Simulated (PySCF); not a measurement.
Run report: C$_{2}$H$_{11}$OPSi$_{2}$, NMR shielding calculation

C$_{2}$H$_{11}$OPSi$_{2}$, SMILES CO[C@@H]([SiH3])[SiH2]P, computed with GIAO PBE0/pcSseg-1 NMR shielding, non-relativistic, gas phase (PySCF 2.14.0).

The geometry comes from this level: GFN2-xTB. It belongs to a series of runs on one base structure; here: constitutional isomer. Figures and captions count atoms from 1; the log counts them from 0 in places.

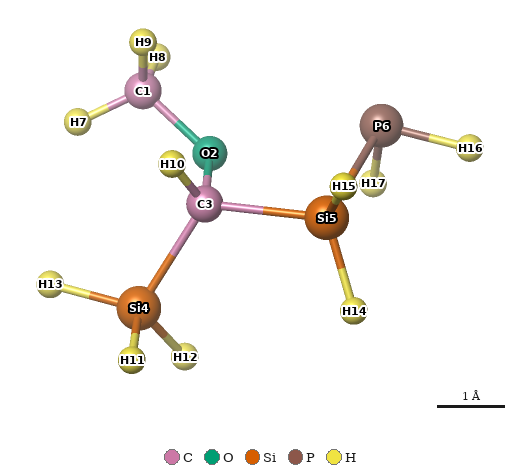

**Figure 1.** The structure as given in the input (ball-and-stick view, seen at a tilt; atoms are numbered from 1 in the order of the input). Bond lengths as drawn: C–H 1.09 to 1.10 Å, C–O 1.40 to 1.44 Å, C–Si 1.90 to 1.92 Å, H–P 1.38 to 1.39 Å, H–Si 1.46 to 1.47 Å and P–Si 2.22 Å.

## Results in brief

```csv
quantity,value
outcome,converged
total energy,−1077.740919 hartree
HOMO,−6.87 eV
LUMO,0.18 eV
dipole moment,1.41 D
"isotropic shielding, C",125.1 to 132.4 ppm
"isotropic shielding, O",319.9 ppm
"isotropic shielding, Si",379.8 to 430.4 ppm
"isotropic shielding, P",633.1 ppm
"isotropic shielding, H",27.0 to 31.0 ppm
hardware,"1 CPU thread, shared host"
wall time,47 s
peak memory,0.82 GiB
```

## Input
```
{"job": {"kind": "nmr", "xc": "PBE0", "basis": "pcSseg-1"}, "charge": 0, "multiplicity": 1}
C     -1.536075    -1.446553     0.623864
O     -0.352854    -0.705526     0.555322
C     -0.331842     0.324239    -0.456484
Si    -0.933838     1.937040     0.358738
Si     1.482690     0.269116    -1.091310
P      2.074215    -1.580539    -0.007871
H     -2.390881    -0.811538     0.882530
H     -1.391136    -2.193738     1.402828
H     -1.745912    -1.952355    -0.326803
H     -0.992922     0.027575    -1.279167
H     -0.939827     2.994588    -0.651149
H     -0.035190     2.245489     1.467791
H     -2.292307     1.752708     0.877750
H      2.193531     1.515144    -0.776814
H      1.542725     0.088774    -2.546948
H      3.437139    -1.480153    -0.268091
H      2.205484    -0.972240     1.225905
```

The first line tells a small driver script what to run in PySCF; the rest is the geometry in Å.

Command:
```bash
OMP_NUM_THREADS=1 python <driver script> task.json out
```

## What the program printed
```
coarse grid: 14952 points
cycle   1  E = -1077.6434046384  dE =  3.018e-01  |g| = 5.071e-01  |ddm| = 3.559e+00
cycle   2  E = -1077.5683998598  dE =  7.500e-02  |g| = 8.027e-01  |ddm| = 1.290e+00
cycle   3  E = -1077.6945375310  dE = -1.261e-01  |g| = 7.043e-02  |ddm| = 8.927e-01
cycle   4  E = -1077.6953628546  dE = -8.253e-04  |g| = 2.233e-02  |ddm| = 7.370e-02
cycle   5  E = -1077.6954786872  dE = -1.158e-04  |g| = 7.037e-03  |ddm| = 3.310e-02
cycle   6  E = -1077.6954906775  dE = -1.199e-05  |g| = 1.726e-03  |ddm| = 9.615e-03
cycle   7  E = -1077.6954913926  dE = -7.151e-07  |g| = 4.062e-04  |ddm| = 2.082e-03
final grid: 128496 points
cycle   8  E = -1077.7408999663  dE = -2.045e-05  |g| = 1.018e-02  |ddm| = 2.381e-02
cycle   9  E = -1077.7408785136  dE =  2.145e-05  |g| = 1.504e-02  |ddm| = 1.485e-02
cycle  10  E = -1077.7409186265  dE = -4.011e-05  |g| = 1.287e-03  |ddm| = 9.470e-03
cycle  11  E = -1077.7409189990  dE = -3.725e-07  |g| = 1.798e-04  |ddm| = 1.409e-03
cycle  12  E = -1077.7409190060  dE = -7.034e-09  |g| = 6.827e-05  |ddm| = 2.696e-04
cycle  13  E = -1077.7409190071  dE = -1.062e-09  |g| = 2.320e-05  |ddm| = 8.035e-05
cycle  14  E = -1077.7409190072  dE = -1.237e-10  |g| = 3.039e-06  |ddm| = 2.212e-05
```

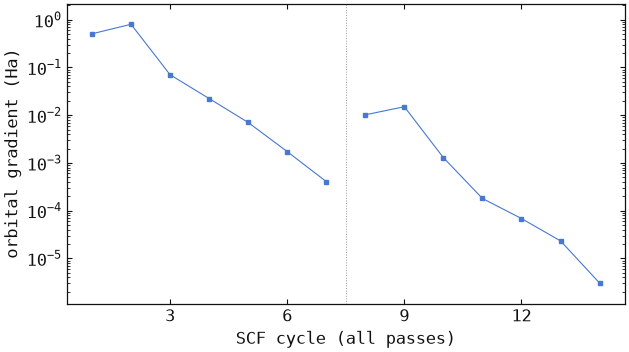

**Figure 2.** Convergence of the self-consistent field: orbital gradient against the SCF cycle. The dotted line marks the change from a coarse to the final integration grid. The first 7 cycles use a coarse grid, the final grid takes over at cycle 8, and the field converges after 14 cycles in all.

```
converged SCF energy = -1077.7409190072

GIAO shielding tensors (ppm)
atom      isotropic    diamagn.    paramagn.     s11        s22        s33       span
  0 C      125.084     245.082    -119.998     87.480    103.806    183.967     96.487
  1 O      319.880     400.840     -80.960    277.065    316.645    365.930     88.865
  2 C      132.448     254.352    -121.904     95.579     98.551    203.214    107.635
  3 Si     430.381     880.678    -450.297    394.849    432.313    463.980     69.130
  4 Si     379.819     881.119    -501.299    329.576    370.552    439.330    109.755
  5 P      633.097     967.273    -334.177    569.951    603.332    726.006    156.055
  6 H       28.118      30.535      -2.417     23.444     26.426     34.484     11.040
  7 H       27.977      29.616      -1.639     23.500     25.261     35.170     11.670
  8 H       28.695      30.302      -1.607     24.516     26.396     35.173     10.656
  9 H       29.025      33.296      -4.271     26.433     27.498     33.144      6.711
 10 H       27.998      29.253      -1.256     24.611     25.603     33.779      9.168
 11 H       28.046      30.038      -1.991     24.365     27.036     32.738      8.373
 12 H       27.416      29.676      -2.260     23.133     26.407     32.708      9.575
 13 H       27.055      29.955      -2.900     23.251     25.654     32.258      9.007
 14 H       27.048      29.591      -2.543     23.788     24.724     32.633      8.845
 15 H       31.001      29.155       1.846     25.847     26.332     40.825     14.977
 16 H       30.529      31.161      -0.632     24.292     29.259     38.036     13.744
```

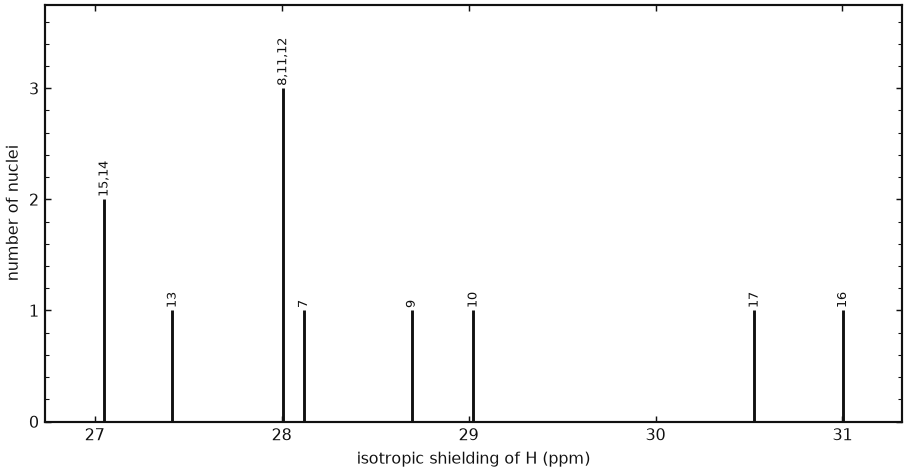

**Figure 3.** Isotropic shieldings of the hydrogen nuclei in this fixed geometry, labelled by atom number; shielding grows to the right, so chemical shift grows to the left. The least shielded is H15 (27.0 ppm), the most shielded H16 (31.0 ppm).

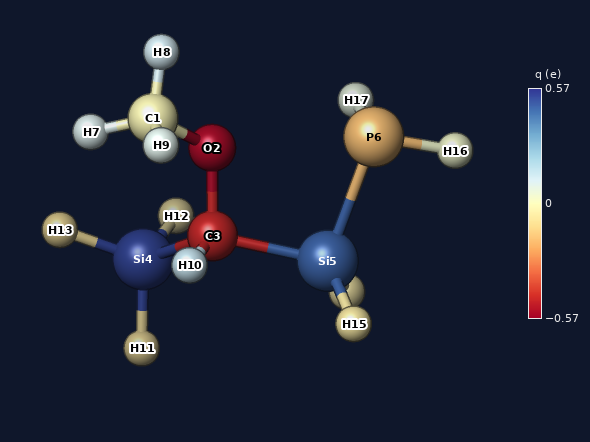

**Figure 4.** Mulliken charges, as the colour of each atom (ball-and-stick view, seen at a tilt; atoms are numbered from 1 in the order of the input). By element: C −0.47 to −0.02, O −0.54, Si +0.48 to +0.53, P −0.18 and H −0.09 to +0.15 e.
